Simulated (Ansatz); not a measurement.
```xyz
8

Al   -0.0529    0.4950   -0.0360
N    -0.0512    0.2943    2.0637
H    -0.2411   -0.6752    2.3504
H     0.8567    0.5612    2.4673
H     1.1628   -0.5034   -0.3913
H    -1.5510   -0.0170   -0.3438
H     0.2293    2.0791   -0.1445
H    -0.7677    0.8892    2.5006
```

The calculation used RKS BLYP/6-31G* in Ansatz 0.2.0.

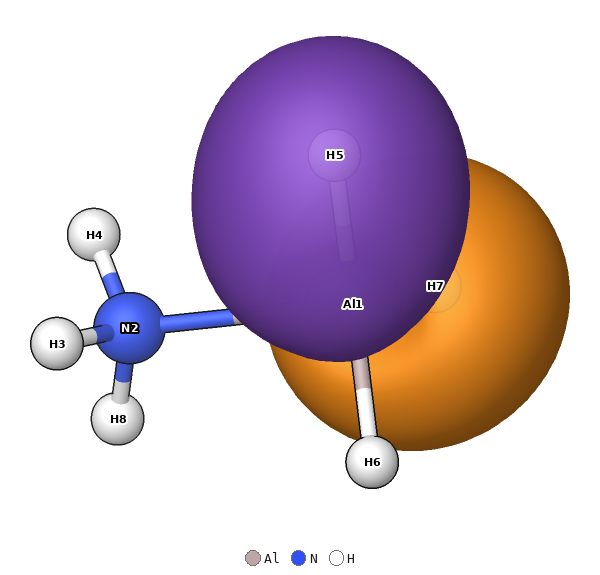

AlH$_{6}$N. The HOMO at ±0.1 Å⁻³ᐟ² (orange and purple are the two phases), seen at a tilt.

### What is the character of this orbital?

Its weight (Hirshfeld) is mainly on Al1 (about 35 %), H5 (about 30 %) and H7 (about 30 %). It is one of a degenerate set, so its orientation is arbitrary. Its energy is −5.94 eV.
